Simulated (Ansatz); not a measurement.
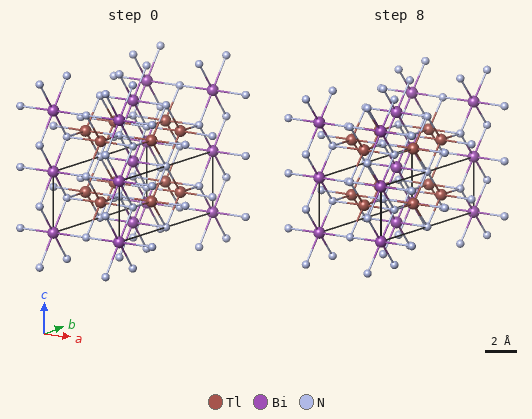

The structure of solid Tl$_{2}$BiN$_{3}$ (built on the Li2CeO3-65 type type) before (left) and after (right) a relaxation, at one scale.

The picture is a ball-and-stick view of the conventional cell (2 times the calculation's cell), repeated 1 × 1 × 2 with one cell outlined, seen from a free direction. Lengths and directions refer to the drawn axes.

The calculation used Ansatz, DFT, PBEsol, plane waves, PAW.

The input:
```yaml
crystal:
  lattice:
    - [2.61522293, -5.53297421, 0.0]
    - [2.61522293, 5.53297421, 0.0]
    - [0.0, 0.0, 4.11851273]
  atoms:
    - { symbol: Tl, position: [0.65497246, 0.34502754, 0.5] }
    - { symbol: Tl, position: [0.34502754, 0.65497246, 0.5] }
    - { symbol: Bi, position: [0.0, 0.0, 0.0] }
    - { symbol: "N", position: [0.14538865, 0.85461135, 0.5] }
    - { symbol: "N", position: [0.85461135, 0.14538865, 0.5] }
    - { symbol: "N", position: [0.5, 0.5, 0.0] }
kpoints:
  mp_grid: { grid: [4, 4, 6] }
hamiltonian:
  xc: pbesol
scf:
  occupations: { method: fermi_dirac, width: 0.03 }
relax:
  f_tol: 0.01
  cell: {}
  max_steps: 120
```

Launched with:
```bash
ansatz run input.yaml --threads 2 --pin off --max-ram 2211MiB --backend cpu --events-out ev --progress --plain --runs-dir out
```

### What changed between the two?

Over 6 accepted moves (8 points after the start) the energy falls by 168 meV per atom. The largest force component goes from 0.87 to 0.0022 eV/Å. The pressure goes from −11.66 to 0.02 GPa. The SCF was repeated twice at an unchanged geometry on a basis and grid sized afresh for the cell, which shifted the energy by 2.5 meV per atom at most. The largest moves relative to the cell, 0.056 Å, are those of Tl1 and Tl2. Tl2 goes along −b. Largest moves by element: Tl 0.056 Å, N 0.013 Å. Bi stays in place. Cell: a 5.230 → 4.895 Å (−6.4 %), b 11.066 → 10.968 Å (−0.9 %), c 4.119 → 3.718 Å (−9.7 %). Volume −16.3 %. Near-neighbour distances that change, for instance: Tl1–N6 2.680 → 2.481 Å, Bi3–N4 2.613 → 2.440 Å, Tl1–N4 2.617 → 2.448 Å, Bi3–N6 2.615 → 2.448 Å. Bond angles that change, for instance: N4–Bi3–N5 76.0° → 80.8°, N4–Bi3–N4 104.0° → 99.2°, Bi3–N5–Bi3 104.0° → 99.2°. The space group stays Cmmm (No. 65). Cost: 28 s on 2 threads of Arm Neoverse V1, with other jobs on the host, peak memory 0.47 GiB.
